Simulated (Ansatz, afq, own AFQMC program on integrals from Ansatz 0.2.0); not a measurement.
**C2H6Ge (triplet): AFQMC on the coupled-cluster ladder as a fragment species, def2-TZVP**

How near does AFQMC come to the top of the ladder for C2H6Ge (triplet)?

Program: Ansatz 0.2.0, Gaussian basis, and an in-house AFQMC program (afq) on its integrals; all values are calculated. Level of theory: def2-TZVP, frozen cores. These are calculated values, not measurements.

To be run: PBE (unrestricted); CCSD(T) on UHF; r2SCAN (unrestricted); PBE0 (unrestricted); B3LYP (unrestricted); wB97M-V (unrestricted); B2PLYP (unrestricted); Phaseless AFQMC, CISD trial on UHF.

**1. What is computed**

The geometry is a PBE0/def2-SVP stationary point (not a proven minimum). No spin-orbit coupling is included. The filled d shell of Ge may be among the frozen orbitals whatever the setting's name suggests; the logs give the count.

9 atoms, charge 0, spin multiplicity 3.

Atoms are counted from 1 here; the program's logs count them from 0.

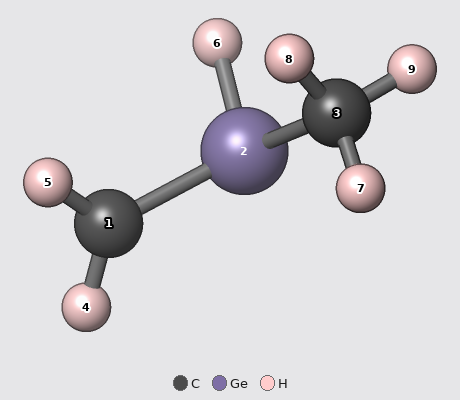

The structure; carbon dark grey, germanium purple, hydrogen pink; atoms are numbered from 1 in the order of the file.

**2. PBE (unrestricted)**

The input, in.yaml:

```yaml
crystal:
  periodic: [false, false, false]
  atoms:
    - {symbol: C, position_ang: [-1.049149, 1.354904, -0.476577]}
    - {symbol: Ge, position_ang: [0.201978, -0.092259, -0.746589]}
    - {symbol: C, position_ang: [0.737125, -0.900486, 0.965066]}
    - {symbol: H, position_ang: [-2.056409, 1.354492, -0.905073]}
    - {symbol: H, position_ang: [-0.787548, 2.242979, 0.112901]}
    - {symbol: H, position_ang: [1.474083, 0.432746, -1.473973]}
    - {symbol: H, position_ang: [-0.135195, -1.325507, 1.481265]}
    - {symbol: H, position_ang: [1.188471, -0.130102, 1.611316]}
    - {symbol: H, position_ang: [1.476544, -1.696667, 0.796864]}
basis:
  gaussian: {orbitals: def2-TZVP}
magnetization: {spin_polarized: true, initial_magnetization: 2}
hamiltonian: {xc: {name: PBE}}
output: {orbitals: {seedname: orbitals}}
```

Command:

```
ansatz run in.yaml --threads 1 --pin off --events-out ev --progress --plain --max-ram 8192MiB --backend cpu
```

What it wrote:

```text
Functional definition: PBE
  name "PBE"
  cite "Perdew, Burke & Ernzerhof, Phys. Rev. Lett. 77, 3865 (1996) doi:10.1103/PhysRevLett.77.3865"
  parent pbe
  parameter kappa = 0.804
  parameter beta = 0.06672455060314922
  exchange = pbe_x(kappa = kappa, mu = beta*pi^2/3)
  correlation = pbe_c(beta = beta)
982 factors; their error is unknown
mean field evaluation 1: about -58663.0870 eV, gradient 5.5e1 eV
mean field evaluation 2: about -58638.9273 eV, gradient 8.1e1 eV
mean field evaluation 4: about -58676.2447 eV, gradient 3.8e0 eV
mean field evaluation 8: about -58676.3346 eV, gradient 1.4e-1 eV
mean field evaluation 16: about -58676.3054 eV, gradient 2.6e-4 eV
mean field -58676.30539210 eV, -2156.3144509314 hartree, gradient 2.7e-5 eV, S^2 2.004179; 0 other end points of the search recorded, 0 dependent functions left out
reference -58676.30543226 eV, -2156.3144524071 hartree; 26, 24 occupied and 120, 122 virtual orbitals, 982 factors
Total energy: -58676.30543226 eV, -2156.3144524071 hartree
```

Run time: 4 s. Hardware: 1 thread of AMD EPYC 7R13 (Zen 3), shared host; peak memory 4.4 GiB.

From the report: ⟨S²⟩ of the determinant 2.004 (pure triplet: 2.00).

**3. CCSD(T) on UHF**

in.yaml: that of step 2 with these lines changed.

```diff
@@ -15,3 +15,2 @@
 magnetization: {spin_polarized: true, initial_magnetization: 2}
-hamiltonian: {xc: {name: PBE}}
-output: {orbitals: {seedname: orbitals}}
+correlation: {method: ccsd_t, electrons: outside_noble_gas, hamiltonian_folder: ham}
```

Command:

```
ansatz run in.yaml --threads 1 --pin off --events-out ev --progress --plain --max-ram 24576MiB --backend cuda --devices 0, --max-vram 18GiB
```

What it wrote:

```text
Functional definition: HF
  name "HF"
  cite "Fock, Z. Phys. 61, 126 (1930) doi:10.1007/BF01340294"
  parent pbe
  exchange = exact_x
  correlation = 0
1018 factors; integrals over basis functions are off by at most 1.2e-3 eV
mean field evaluation 1: about -58625.4155 eV, gradient 2.1e1 eV
mean field evaluation 2: about -58625.4180 eV, gradient 2.1e1 eV
mean field evaluation 4: about -58628.2265 eV, gradient 2.8e0 eV
mean field evaluation 8: about -58628.3166 eV, gradient 1.9e-1 eV
mean field evaluation 16: about -58628.3032 eV, gradient 1.0e0 eV
mean field evaluation 32: about -58623.3944 eV, gradient 1.2e-1 eV
mean field -58628.31758514 eV, -2154.5509315530 hartree, gradient 3.7e-6 eV, S^2 2.014303; 0 other end points of the search recorded, 0 dependent functions left out
16 core orbitals not correlated: weight in the atoms' cores, before any rotation towards them, 0.999 or more for the frozen orbitals, at most 0.000 for the correlated occupied ones
reference -58628.31758514 eV, -2154.5509315530 hartree; 10, 8 occupied and 120, 122 virtual orbitals, 1018 factors
second order -11.05926626 eV of doubles, -0.00000000 eV of singles
cycle   1  -11.94902826 eV  change   -8.9e-1 eV  update   7.5e-2
cycle   2  -12.30666997 eV  change   -3.6e-1 eV  update   2.5e-2
cycle   3  -12.35529490 eV  change   -4.9e-2 eV  update   1.1e-2
cycle   4  -12.35414343 eV  change    1.2e-3 eV  update   4.1e-3
cycle   5  -12.35399124 eV  change    1.5e-4 eV  update   2.0e-3
cycle   6  -12.35407959 eV  change   -8.8e-5 eV  update   7.6e-4
cycle   7  -12.35427015 eV  change   -1.9e-4 eV  update   3.2e-4
cycle   8  -12.35432933 eV  change   -5.9e-5 eV  update   1.1e-4
cycle   9  -12.35430145 eV  change    2.8e-5 eV  update   4.4e-5
cycle  10  -12.35429863 eV  change    2.8e-6 eV  update   1.5e-5
perturbative correction -0.43962287 eV, -0.0161558424 hartree
Total energy: -58641.11150664 eV, -2155.0210994962 hartree
```

It took 11 s on 1 × NVIDIA H100 80GB HBM3 with 1 thread of AMD EPYC 7R13 (Zen 3), shared host; peak host memory 4.4 GiB.

From the report: ⟨S²⟩ of the determinant 2.014 (pure triplet: 2.00); correlation -12.7939 eV; T1 0.013; largest double amplitude 0.02.

This run also writes the integrals to the folder ham.

**4. r2SCAN (unrestricted)**

in.yaml: that of step 3 with these lines changed.

```diff
@@ -15,2 +15,2 @@
 magnetization: {spin_polarized: true, initial_magnetization: 2}
-correlation: {method: ccsd_t, electrons: outside_noble_gas, hamiltonian_folder: ham}
+hamiltonian: {xc: {name: r2SCAN}}
```

Command:

```
ansatz run in.yaml --threads 1 --pin off --events-out ev --progress --plain --max-ram 8192MiB --backend cpu
```

What it wrote:

```text
Functional definition: r2SCAN
  name "r2SCAN"
  cite "Furness, Kaplan, Ning, Perdew & Sun, J. Phys. Chem. Lett. 11, 8208 (2020) doi:10.1021/acs.jpclett.0c02405"
  cite "Furness, Kaplan, Ning, Perdew & Sun, J. Phys. Chem. Lett. 11, 9248 (2020) doi:10.1021/acs.jpclett.0c03077"
  parent r2scan
  parameter k0 = 0.174
  parameter k1 = 0.065
  parameter a1 = 4.9479
  exchange = r2scan_x(k0 = k0, k1 = k1, a1 = a1)
  correlation = r2scan_c
982 factors; their error is unknown
mean field evaluation 1: about -58676.2886 eV, gradient 4.8e1 eV
mean field evaluation 2: about -58664.8158 eV, gradient 6.4e1 eV
mean field evaluation 4: about -58686.6288 eV, gradient 2.7e0 eV
mean field evaluation 8: about -58686.6609 eV, gradient 1.0e-1 eV
mean field evaluation 16: about -58686.6315 eV, gradient 2.3e-4 eV
mean field -58686.63154994 eV, -2156.6939302326 hartree, gradient 2.9e-5 eV, S^2 2.008278; 0 other end points of the search recorded, 0 dependent functions left out
reference -58686.63156330 eV, -2156.6939307238 hartree; 26, 24 occupied and 120, 122 virtual orbitals, 982 factors
Total energy: -58686.63156330 eV, -2156.6939307238 hartree
```

Run time: 9.5 s. Hardware: 1 thread of AMD EPYC 7R13 (Zen 3), shared host; peak memory 4.4 GiB.

From the report: ⟨S²⟩ of the determinant 2.008 (pure triplet: 2.00).

**5. PBE0 (unrestricted)**

in.yaml: that of step 4 with these lines changed.

```diff
@@ -15,2 +15,3 @@
 magnetization: {spin_polarized: true, initial_magnetization: 2}
-hamiltonian: {xc: {name: r2SCAN}}
+hamiltonian: {xc: {name: PBE0}}
+output: {orbitals: {seedname: orbitals}}
```

Same command.

What it wrote:

```text
Functional definition: PBE0
  name "PBE0"
  cite "Adamo & Barone, J. Chem. Phys. 110, 6158 (1999) doi:10.1063/1.478522"
  cite "Perdew, Burke & Ernzerhof, Phys. Rev. Lett. 77, 3865 (1996) doi:10.1103/PhysRevLett.77.3865"
  parent pbe
  parameter a = 0.25
  parameter kappa = 0.804
  parameter beta = 0.06672455060314922
  exchange = (1 - a)*pbe_x(kappa = kappa, mu = beta*pi^2/3) + a*exact_x
  correlation = pbe_c(beta = beta)
1025 factors; their error is unknown
mean field evaluation 1: about -58670.2906 eV, gradient 4.2e1 eV
mean field evaluation 2: about -58666.7142 eV, gradient 4.7e1 eV
mean field evaluation 4: about -58678.0156 eV, gradient 1.8e0 eV
mean field evaluation 8: about -58678.0244 eV, gradient 5.8e-2 eV
mean field evaluation 16: about -58678.2863 eV, gradient 7.7e-5 eV
mean field -58678.28634664 eV, -2156.3872496681 hartree, gradient 1.5e-5 eV, S^2 2.005587; 0 other end points of the search recorded, 0 dependent functions left out
reference -58678.28637649 eV, -2156.3872507651 hartree; 26, 24 occupied and 120, 122 virtual orbitals, 1025 factors
Total energy: -58678.28637649 eV, -2156.3872507651 hartree
```

It took 5.5 s on 1 thread of AMD EPYC 7R13 (Zen 3), shared host; peak memory 4.4 GiB.

From the report: ⟨S²⟩ of the determinant 2.006 (pure triplet: 2.00).

**6. B3LYP (unrestricted)**

in.yaml: that of step 5 with these lines changed.

```diff
@@ -15,3 +15,2 @@
 magnetization: {spin_polarized: true, initial_magnetization: 2}
-hamiltonian: {xc: {name: PBE0}}
-output: {orbitals: {seedname: orbitals}}
+hamiltonian: {xc: {name: B3LYP}}
```

Launched as before.

What it wrote:

```text
Functional definition: B3LYP
  name "B3LYP"
  cite "Stephens, Devlin, Chabalowski & Frisch, J. Phys. Chem. 98, 11623 (1994) doi:10.1021/j100096a001"
  cite "Becke, Phys. Rev. A 38, 3098 (1988) doi:10.1103/PhysRevA.38.3098"
  cite "Lee, Yang & Parr, Phys. Rev. B 37, 785 (1988) doi:10.1103/PhysRevB.37.785"
  cite "Vosko, Wilk & Nusair, Can. J. Phys. 58, 1200 (1980) doi:10.1139/p80-159"
  parameter a0 = 0.2
  parameter ax = 0.72
  parameter ac = 0.81
  exchange = (1 - a0 - ax)*slater_x + ax*b88_x + a0*exact_x
  correlation = (1 - ac)*vwn_rpa_c + ac*lyp_c
1013 factors; their error is unknown
mean field evaluation 1: about -58679.7493 eV, gradient 4.7e1 eV
mean field evaluation 2: about -58672.2727 eV, gradient 5.8e1 eV
mean field evaluation 4: about -58689.3949 eV, gradient 2.0e0 eV
mean field evaluation 8: about -58689.4074 eV, gradient 7.1e-2 eV
mean field evaluation 16: about -58689.6100 eV, gradient 8.6e-5 eV
mean field -58689.60997144 eV, -2156.8033852038 hartree, gradient 1.4e-5 eV, S^2 2.004572; 0 other end points of the search recorded, 0 dependent functions left out
reference -58689.61023011 eV, -2156.8033947099 hartree; 26, 24 occupied and 120, 122 virtual orbitals, 1013 factors
Total energy: -58689.61023011 eV, -2156.8033947099 hartree
```

It took 6 s on 1 thread of AMD EPYC 7R13 (Zen 3), shared host; peak memory 4.4 GiB.

From the report: ⟨S²⟩ of the determinant 2.005 (pure triplet: 2.00).

**7. wB97M-V (unrestricted)**

in.yaml: that of step 6 with these lines changed.

```diff
@@ -15,2 +15,3 @@
 magnetization: {spin_polarized: true, initial_magnetization: 2}
-hamiltonian: {xc: {name: B3LYP}}
+hamiltonian: {xc: {name: wB97M-V}}
+output: {orbitals: {seedname: orbitals}}
```

The command is unchanged.

What it wrote:

```text
Functional definition: wB97M-V
  name "wB97M-V"
  cite "Mardirossian & Head-Gordon, J. Chem. Phys. 144, 214110 (2016) doi:10.1063/1.4952647"
  cite "Becke, J. Chem. Phys. 107, 8554 (1997) doi:10.1063/1.475007"
  cite "Vydrov & Van Voorhis, J. Chem. Phys. 133, 244103 (2010) doi:10.1063/1.3521275"
  # Of w^i u^j: cxij and so on, Table III.
  parameter omega = 0.3/bohr
  parameter cx = 0.15
  parameter cx01 = 1.007
  parameter cx10 = 0.259
  parameter css00 = 0.443
  parameter css04 = -1.437
  parameter css10 = -4.535
  parameter css20 = -3.390
  parameter css43 = 4.278
  parameter cos00 = 1.000
  parameter cos10 = 1.358
  parameter cos20 = 2.924
  parameter cos21 = -8.812
  parameter cos60 = -1.390
  parameter cos61 = 9.142
  parameter b = 6.0
  parameter c = 0.01
  gx(w, u) = 1 - cx + cx01*u + cx10*w
  gss(w, u) = css00 + css04*u^4 + css10*w + css20*w^2 + css43*w^4*u^3
  gos(w, u) = cos00 + cos10*w + (cos20 + cos21*u)*w^2 + (cos60 + cos61*u)*w^6
  exchange = spin_sum(e_x_unif_sr(omega)*gx(b97_w, b97_u_x)) + cx*exact_x_sr(omega) + exact_x_lr(omega)
  correlation = spin_sum(e_c_pw_mod_same_spin*gss(b97_w, b97_u_same))
      + integral(e_c_pw_mod_opposite_spin*gos(b97_w_opposite, b97_u_opposite)) + vv10(b, c)
1010 factors; their error is unknown
264 factors; integrals over basis functions are off by at most 1.1e-5 eV
mean field evaluation 1: about -58678.8545 eV, gradient 3.1e1 eV
mean field evaluation 2: about -58680.5740 eV, gradient 2.6e1 eV
mean field evaluation 4: about -58683.2021 eV, gradient 1.3e0 eV
mean field evaluation 8: about -58683.2229 eV, gradient 5.7e-2 eV
mean field evaluation 16: about -58683.3676 eV, gradient 3.3e-4 eV
mean field -58683.36762945 eV, -2156.5739833672 hartree, gradient 3.9e-5 eV, S^2 2.004394; 0 other end points of the search recorded, 0 dependent functions left out
reference -58683.36767452 eV, -2156.5739850234 hartree; 26, 24 occupied and 120, 122 virtual orbitals, 1010 factors
Total energy: -58683.36767452 eV, -2156.5739850234 hartree
```

Run time: 18 s. Hardware: 1 thread of AMD EPYC 7R13 (Zen 3), shared host; peak memory 4.4 GiB.

From the report: ⟨S²⟩ of the determinant 2.004 (pure triplet: 2.00).

**8. B2PLYP (unrestricted)**

in.yaml: that of step 7 with these lines changed.

```diff
@@ -15,3 +15,3 @@
 magnetization: {spin_polarized: true, initial_magnetization: 2}
-hamiltonian: {xc: {name: wB97M-V}}
-output: {orbitals: {seedname: orbitals}}
+hamiltonian: {xc: {name: B2PLYP}}
+correlation: {electrons: outside_noble_gas}
```

Launched as before.

What it wrote:

```text
Functional definition: B2PLYP
  name "B2PLYP"
  cite "Grimme, J. Chem. Phys. 124, 034108 (2006) doi:10.1063/1.2148954"
  cite "Becke, Phys. Rev. A 38, 3098 (1988) doi:10.1103/PhysRevA.38.3098"
  cite "Lee, Yang & Parr, Phys. Rev. B 37, 785 (1988) doi:10.1103/PhysRevB.37.785"
  parameter a = 0.53
  parameter c = 0.27
  exchange = (1 - a)*b88_x + a*exact_x
  correlation = (1 - c)*lyp_c + c*(mp2_os + mp2_ss)
1018 factors; integrals over basis functions are off by at most 1.2e-3 eV
mean field evaluation 1: about -58665.8962 eV, gradient 3.2e1 eV
mean field evaluation 2: about -58665.9476 eV, gradient 3.2e1 eV
mean field evaluation 4: about -58670.8167 eV, gradient 2.5e0 eV
mean field evaluation 8: about -58670.8541 eV, gradient 1.1e-1 eV
mean field evaluation 16: about -58670.8543 eV, gradient 2.2e-4 eV
mean field -58670.85430949 eV, -2156.1141273405 hartree, gradient 4.2e-6 eV, S^2 2.007723; 0 other end points of the search recorded, 0 dependent functions left out
16 core orbitals not correlated: weight in the atoms' cores, before any rotation towards them, 0.999 or more for the frozen orbitals, at most 0.001 for the correlated occupied ones
reference -58670.85447316 eV, -2156.1141333550 hartree; 10, 8 occupied and 120, 122 virtual orbitals, 1018 factors
second order -13.59077148 eV of doubles, -0.00000000 eV of singles
Total energy: -58674.52398146 eV, -2156.2489852978 hartree
```

Wall time 7.5 s (1 thread of AMD EPYC 7R13 (Zen 3), shared host); peak memory 4.4 GiB.

From the report: ⟨S²⟩ of the determinant 2.008 (pure triplet: 2.00).

**9. Phaseless AFQMC, CISD trial on UHF**

It reads the integrals that the CCSD(T) run on this determinant wrote.

Command:

```
afq ham --method phaseless --trial cisd --walkers 600 --populations 10 --least-time 60 --time-step 0.005 --steps-per-block 50 --equilibration-blocks 28 --max-blocks 4000 --target-error 0.00026 --factor-cut 1e-05 --start spin_pure --seed 3027 --release-times 0.24,0.51,0.99,1.5 --release-step 0.03 --release-every 4 --taylor-order 6
```

What it wrote:

```text
orbitals 130  electrons 10 8  factors 972 of 1018
reference energy -2154.55093155 Eh
CCSD correlation -0.45401245 Eh in 11 cycles, weight of the determinant in the CISD state 0.8331
energy of the start -2155.004065 Eh
 block  time / (1/Eh)  mean weight  energy / Eh
     1     0.250  1.0005  -2154.994019
     2     0.500  0.9991  -2155.000038
     3     0.750  1.0008  -2155.006314
     4     1.000  1.0000  -2155.011250
     5     1.250  1.0010  -2155.015635
     6     1.500  0.9987  -2155.016422
     7     1.750  1.0001  -2155.017270
     8     2.000  1.0003  -2155.018706
     9     2.250  1.0007  -2155.022910
    10     2.500  0.9996  -2155.021485
    13     3.250  1.0004  -2155.023994
    17     4.250  1.0003  -2155.025759
    21     5.250  0.9994  -2155.024377
    25     6.250  0.9998  -2155.020923
    29     7.250  1.0004  -2155.023978
    33     8.250  1.0009  -2155.023585
    37     9.250  0.9991  -2155.020194
    41    10.250  0.9994  -2155.027987
    45    11.250  0.9989  -2155.019932
    49    12.250  0.9999  -2155.021299
    53    13.250  0.9993  -2155.021715
    57    14.250  0.9986  -2155.021514
    61    15.250  0.9991  -2155.026888
    65    16.250  1.0002  -2155.020624
    69    17.250  0.9995  -2155.022447
    73    18.250  0.9997  -2155.023007
    77    19.250  0.9978  -2155.023965
    81    20.250  0.9998  -2155.019166
    85    21.250  1.0008  -2155.024734
    89    22.250  1.0004  -2155.021980
    93    23.250  0.9992  -2155.017781
    97    24.250  1.0002  -2155.028101
   101    25.250  0.9994  -2155.023154
   105    26.250  1.0005  -2155.019653
   109    27.250  0.9999  -2155.019243
   113    28.250  0.9995  -2155.025883
   117    29.250  0.9997  -2155.025076
   121    30.250  0.9995  -2155.020165
   125    31.250  0.9992  -2155.024882
   129    32.250  0.9998  -2155.025073
   133    33.250  0.9994  -2155.023499
   137    34.250  0.9993  -2155.023541
   141    35.250  0.9998  -2155.024716
   145    36.250  0.9997  -2155.027813
   149    37.250  0.9990  -2155.022893
   153    38.250  0.9998  -2155.019739
   157    39.250  1.0006  -2155.021395
   161    40.250  0.9989  -2155.020299
   165    41.250  0.9987  -2155.023161
error from the spread of 10 populations
released: time / (1/Eh)  energy / Eh  error  mean overlap
  0.24  -2155.023325  0.000358  0.9947
  0.51  -2155.022840  0.000204  0.9955
  0.99  -2155.023126  0.000453  0.9833
  1.50  -2155.023559  0.000503  0.9713
energy -2155.022826 +/- 0.000268 Eh
```

Run time: 5.6 min. Hardware: 1 × NVIDIA H100 80GB HBM3 with 2 threads of AMD EPYC 7R13 (Zen 3), shared host; peak host memory 4.4 GiB.

Energy -58641.1585 ± 0.0073 eV. Caveats: constraint bias not in the error.

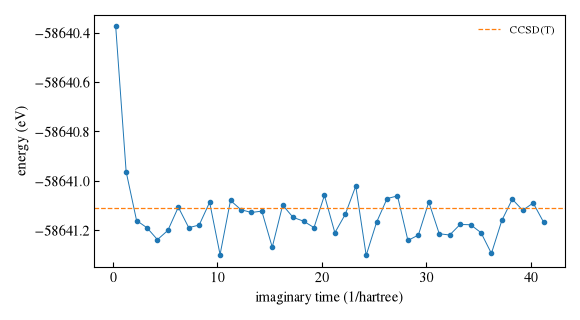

Block energies along the walk.

**10. All levels side by side**

On the UHF determinant, counted from CCSD(T) (a yardstick, not exact):

```tsv
level	energy (eV)	from CCSD(T) (kJ/mol)	statistical error (kJ/mol)	time
HF	-58628.3176	+1234.4		
MP2	-58639.3769	+167.4		
CCSD	-58640.6719	+42.4		
CCSD(T)	-58641.1115	0.0		
Phaseless AFQMC, CISD trial, step 0.005, 600 walkers	-58641.1585	-4.5	0.7	5.6 min
```

The functionals' totals stand on their own zeros and serve differences with other points: PBE -58676.305 eV; r2SCAN -58686.632 eV; PBE0 -58678.286 eV; B3LYP -58689.610 eV; wB97M-V -58683.368 eV; B2PLYP -58674.524 eV.

**11. What came out**

| quantity | value |
| --- | --- |
| Phaseless AFQMC, CISD trial on UHF from CCSD(T) | -4.5 ± 0.7 kJ/mol |

What this shows: On UHF the phaseless walk with the CISD trial lies -4.5 kJ/mol from CCSD(T), 6 times its error bar. Error bars are statistical and leave out the constraint, the time step and what remains of the start.
